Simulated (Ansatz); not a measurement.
## Nb2Sn2O7 (Fd-3m): band gap by G0W0 on HSE06

Wanted: the gap of Nb2Sn2O7 (Fd-3m) with a many-body correction, and the time that it takes.

Calculated with Ansatz 0.2.0; HSE06, then G0W0 on it, plane waves, PAW.

**Experimental background.**

- Gap 2.6 eV: optical absorption-edge onset (lowest of the four compounds), not Tauc gap; UV-vis transmission and reflection; 300 K; film (relaxed epitaxial (111) film by pulsed laser deposition; approximate value) on Y-stabilized ZrO2 (111) (“Trends in Bandgap of Epitaxial textitA2textitB2O7 (textitA = Sn, Pb; textitB = Nb, Ta) Films Fabricated by Pulsed Laser Deposition”, 2022, arxiv:2207.00434).

Most raw output is cut from this account.

In doubt: masses and optical values from hybrid runs of this build are listed as unsure (step 3), which bears on the screening that GW takes from such a start.

## Step 1: The starting structure

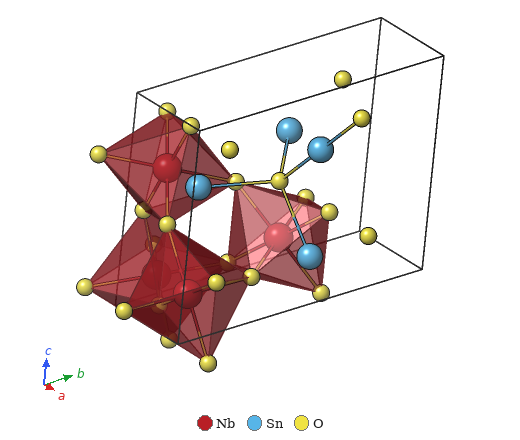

The starting structure, seen slightly off an axis (niobium red, tin blue, oxygen yellow). Bonds to atoms that aren't drawn are left out. Some periodic images of atoms are drawn too.

The cell and positions are those that the Materials Project relaxed with its own functionals (PBE, PBE+U or r2SCAN), kept fixed. The default PAW set here is soft_2. Its files were made with PBE.

## Step 2: HSE06 levels on the mesh and at listed points

HSE06 mixes in a quarter of exact exchange at short range.

This step: DFT, HSE06, plane waves, PAW.

input.yaml reads:

```yaml
crystal:
  lattice:
    - [0.0, 5.380295, 5.380295]
    - [5.380295, 0.0, 5.380295]
    - [5.380295, 5.380295, 0.0]
  atoms:
    - { symbol: Nb, position: [0.125, 0.125, 0.125] }
    - { symbol: Nb, position: [0.625, 0.125, 0.125] }
    - { symbol: Nb, position: [0.125, 0.125, 0.625] }
    - { symbol: Nb, position: [0.125, 0.625, 0.125] }
    - { symbol: Sn, position: [0.625, 0.625, 0.125] }
    - { symbol: Sn, position: [0.625, 0.625, 0.625] }
    - { symbol: Sn, position: [0.125, 0.625, 0.625] }
    - { symbol: Sn, position: [0.625, 0.125, 0.625] }
    - { symbol: O, position: [0.061003, 0.438997, 0.061003] }
    - { symbol: O, position: [0.061003, 0.061003, 0.438997] }
    - { symbol: O, position: [0.811003, 0.188997, 0.811003] }
    - { symbol: O, position: [0.061003, 0.438997, 0.438997] }
    - { symbol: O, position: [0.188997, 0.811003, 0.188997] }
    - { symbol: O, position: [0.438997, 0.061003, 0.061003] }
    - { symbol: O, position: [0.188997, 0.188997, 0.811003] }
    - { symbol: O, position: [0.188997, 0.811003, 0.811003] }
    - { symbol: O, position: [0.75, 0.75, 0.75] }
    - { symbol: O, position: [0.811003, 0.188997, 0.188997] }
    - { symbol: O, position: [0.438997, 0.438997, 0.061003] }
    - { symbol: O, position: [0.811003, 0.811003, 0.188997] }
    - { symbol: O, position: [0.5, 0.5, 0.5] }
    - { symbol: O, position: [0.438997, 0.061003, 0.438997] }
kpoints:
  mp_grid: { grid: [2, 2, 2] }
  band_path:
    path:
      - [0.0, 0.0, 0.0]
      - [0.5, 0.0, 0.5]
      - [0.625, 0.25, 0.625]
      - [0.375, 0.375, 0.75]
      - [0.5, 0.5, 0.5]
      - [0.5, 0.25, 0.75]
    npoints: 1
hamiltonian:
  xc: hse06
scf:
  occupations: { method: fixed }
  n_extra_bands: 11
output:
  eigenvalues: true
```

Launch:

```sh
$ ansatz run input.yaml --threads 24 --pin off --max-ram 82944MiB --backend cuda --events-out ev --progress --plain --runs-dir out --devices 1 --max-vram 78GiB
```

Elapsed: 7.8 s, on 1 × NVIDIA GB200 (shared by 2 runs) with 24 threads of Arm Neoverse V2, shared host; peak memory 1.7 GiB; 75 s of CPU time.

Numbers from this step:

```yaml
gap: 1.481 eV
valence_top_at: L
conduction_bottom_at: Γ
least_direct_gap: 1.726 eV
exact_exchange_fraction: 0.25
```

Over mesh and listed points the gap is 1.481 eV, from k = (0.500, 0.500, 0.500) to k = Γ. The least direct gap found is 1.726 eV, at k = (0.500, 0.500, 0.500).

## Step 3: G0W0 on the 2×2×2 mesh

G0W0 replaces the xc potential by a self-energy built once from the orbitals of the start. Levels are corrected in the window of bands that the input names, at points of the mesh.

This step: G0W0 on HSE06, plane waves, PAW.

input.yaml, as its differences from that of step 2:

```diff
@@ -30,11 +30,2 @@
   mp_grid: { grid: [2, 2, 2] }
-  band_path:
-    path:
-      - [0.0, 0.0, 0.0]
-      - [0.5, 0.0, 0.5]
-      - [0.625, 0.25, 0.625]
-      - [0.375, 0.375, 0.75]
-      - [0.5, 0.5, 0.5]
-      - [0.5, 0.25, 0.75]
-    npoints: 1
 hamiltonian:
@@ -43,4 +34,7 @@
   occupations: { method: fixed }
-  n_extra_bands: 11
-output:
-  eigenvalues: true
+gw:
+  n_empty_bands: 432
+  ecut_chi: 72
+  qp_bands: [v4, c4]
+  qp_kpoints: band_edges
+  screening: { model: contour_deformation }
```

Run time: 16 s. Hardware: 1 × NVIDIA GB200 (shared by 2 runs) with 24 threads; peak memory 2.1 GiB; 97 s of CPU time.

This step gave:

```
bands summed                                    : 528
RPA ε∞ on this mesh (eigenvalues)               : 8.092, 8.092, 8.092
plane waves in the screening matrix             : 411
q-points in the mesh                            : 8
G0W0 gap over the corrected points              : 1.711 eV
k of the valence top                            : 0, 0, -0.5
k of the conduction bottom                      : 0, 0, 0
starting gap on the mesh                        : 1.481 eV
Z at the valence top                            : 0.7574
Z at the conduction bottom                      : 0.7546
least direct G0W0 gap over the corrected points : 1.917 eV
```

Over all 3 irreducible mesh points the G0W0 gap is 1.711 eV, from k = (0.000, 0.000, -0.500) to k = Γ. The HSE06 gap of this run on the mesh is 1.481 eV. The two states that bound the G0W0 gap lie that far apart at the start, so the correction of the gap is 1.711 − 1.481 = +0.230 eV.

Labels follow the order of the start: v1 is the top filled band, c1 the lowest empty one; levels that stay degenerate share a row, the window can cut a multiplet, doubted levels are not marked in this list, bands outside the window were not corrected, and the list may be a part of the corrected levels. The levels before and after the correction (eV, zero at the valence-band top of each column):

```
       conduction bottom  valence top
HSE06               1.48         0.00
 G0W0               1.71         0.00
```

```
                  level  occupation  energy (eV)
HSE06           Γ v3-v1           2       -0.251
HSE06           Γ c1-c2           0        1.481
HSE06              Γ c3           0        1.833
HSE06     (0 0 -0.5) v3           2       -1.097
HSE06  (0 0 -0.5) v2-v1           2        0.000
HSE06  (0 0 -0.5) c1-c2           0        1.726
HSE06     (0 0 -0.5) c3           0        1.753
 G0W0           Γ v3-v1           2       -0.264
 G0W0           Γ c1-c2           0        1.711
 G0W0              Γ c3           0        2.057
 G0W0     (0 0 -0.5) v3           2       -1.167
 G0W0  (0 0 -0.5) v2-v1           2        0.000
 G0W0  (0 0 -0.5) c1-c2           0        1.931
 G0W0     (0 0 -0.5) c3           0        1.931
```

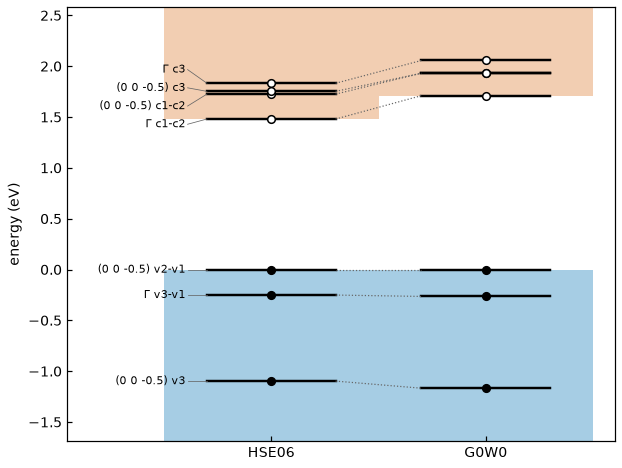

Levels before and after the correction. Shaded: valence and conduction bands. Filled marks are occupied levels, open marks empty ones.

The parts of the quasiparticle energy for the two states that bound the G0W0 gap, in eV on the run's own scale (QP = start + Σx + Σc − Vxc, with Σc at the quasiparticle energy):

| edge | k | band | start | Σx | Σc | Vxc | Z | QP |
| --- | --- | --- | --- | --- | --- | --- | --- | --- |
| valence top | (0.000, 0.000, -0.500) | 95 | 9.416 | −21.396 | 2.315 | −19.454 | 0.757 | 9.788 |
| conduction bottom | Γ | 97 | 10.897 | −13.529 | −4.762 | −18.893 | 0.755 | 11.499 |

For a hybrid start, Vxc holds its share of exact exchange.

## Step 4: The runs together

Each gap is the least one over the points named; times are wall times on shared hosts, not benchmarks. A G0W0 time includes the run's own self-consistent start. Runs with listed points see these and the mesh alone, so an edge that moves elsewhere is missed. Symmetry makes (0.500, 0.500, 0.500) and (0.000, 0.000, -0.500) one point.

```
     level   mesh       files, cutoff  bands summed, screening                         points  gap (eV)             valence top  conduction bottom  least direct gap (eV)   time
     HSE06  2×2×2  soft_2 PAW, 420 eV                        -         mesh and listed points     1.481   (0.500, 0.500, 0.500)                  Γ                  1.726  7.8 s
G0W0@HSE06  2×2×2  soft_2 PAW, 420 eV               528, 72 eV  all 3 irreducible mesh points     1.711  (0.000, 0.000, -0.500)                  Γ                  1.917   16 s
```

Computed less measured, in eV, for the reports listed at the start; nothing is added to the computed values:

```csv
row,computed (eV),2.6 eV (2022)
"HSE06, gap",1.481,−1.119
"G0W0@HSE06, gap",1.711,−0.889
"G0W0@HSE06, least direct gap",1.917,−0.683
```

## Step 5: Summary of results

| Item | Value |
| --- | --- |
| HSE06 gap over mesh and listed points | 1.481 eV, from k = (0.500, 0.500, 0.500) to k = Γ |
| G0W0@HSE06 gap over all 3 irreducible mesh points | 1.711 eV, from k = (0.000, 0.000, -0.500) to k = Γ |
| GW settings | 2×2×2 mesh, 432 empty bands, screening to 72 eV |
| known limits | finite bands, screening cutoff and k mesh; no spin-orbit coupling in G0W0 |

Over all 3 irreducible mesh points the G0W0 gap is 1.711 eV, from k = (0.000, 0.000, -0.500) to k = Γ. The HSE06 gap of this run on the mesh is 1.481 eV. The two states that bound the G0W0 gap lie that far apart at the start, so the correction of the gap is 1.711 − 1.481 = +0.230 eV. The valence state moves by 9.788 − 9.416 = +0.372 eV and the conduction state by 11.499 − 10.897 = +0.602 eV, on the run's own scale; how far single levels stand from their limit in bands is not shown. Both edges that HSE06 shows over mesh and listed points lie at k points where levels were corrected. Levels at other points were not corrected, so a lower G0W0 gap elsewhere in the zone is not ruled out. No second run with other bands and screening cutoff is shown, so the distance to the basis limit is not known. On another start, G0W0@LDA runs of this series (2×2×2 mesh, soft_2 PAW; not shown as steps) give 1.891 eV with 248 bands and 36 eV, 1.538 eV with 528 bands and 72 eV and 1.607 eV with 1025 bands and 120 eV. The program doubts an edge level of G0W0@LDA with 528 bands (2×2×2, soft_2 PAW). G0W0 on other starts in this series, not shown as steps and not all at these settings: 1.538 eV on LDA (2×2×2, soft_2 PAW, 528 bands, 72 eV) and 1.942 eV on PBE0 (2×2×2, soft_2 PAW, 528 bands, 72 eV). The program doubts an edge level of G0W0@LDA with 528 bands (2×2×2, soft_2 PAW). Two runs of this series at another level, not shown as steps, test spin-orbit coupling. LDA+SOC against LDA: 0.936 − 0.939 = −0.003 eV, with the same mesh, set of files (read in its fully relativistic form for the spin-orbit run) and cutoff, and both edges at the same k points. The spin-orbit run sees mesh and listed points alone, so its gap is an upper bound: the coupling can move an edge off these points, and the change over the zone, its sign included where it is small, is not known. What spin-orbit coupling does to the G0W0 levels was not computed, so no sum with the G0W0 gap is formed. Against experiment, G0W0@HSE06 at 1.711 eV lies −0.889 eV from 2.6 eV (2022). The differences hold parts that these runs do not separate: finite bands, cutoffs and mesh, points of the zone that were not corrected, the start of G0W0, spin-orbit coupling missing from it, static nuclei, no electron-hole attraction, a cell that is not a measured one, and what each experiment reads as the gap. How much each gives is not known from the steps shown. The G0W0 runs are scalar-relativistic. No pair of G0W0 runs that differ in the mesh alone is shown (2×2×2 is a supercell whose nearest images lie 15 Å apart), so the error from the mesh is not known here. G0W0 is shown with one set of atomic data (soft_2 PAW), so the error from the files is not known here.

[Paths, hosts, dates, memory and timing lines, banners, echoed tables and standing remarks are left out of the program output.]

[Logs are printed without paths, hosts, clocks, repeated set-up lines and the standing remarks that a program may print on its own settings, such as how far it seeks lower states.]

[Runs of the session that timed out or met a known fault of the program may be left out.]

[Cells called generated may have been cut or substituted from an entry of the Crystallography Open Database or the Materials Project.]

[Hosts, paths, dates, database ids (printed as entryN), source tags and the programs' standing remarks are cut or masked in the printed files.]

[Where an RPA ε∞ is given, it is that of the G0W0 mesh and is not shown converged in it. Names of k-points follow the symmetry that the program found, which can be lower than the space group named. Band edges on a path are those of the sampled points; other points can move an edge, and change direct to indirect where valleys lie close.]

[Hybrid gaps are those of their k-mesh and are not shown converged in it.]
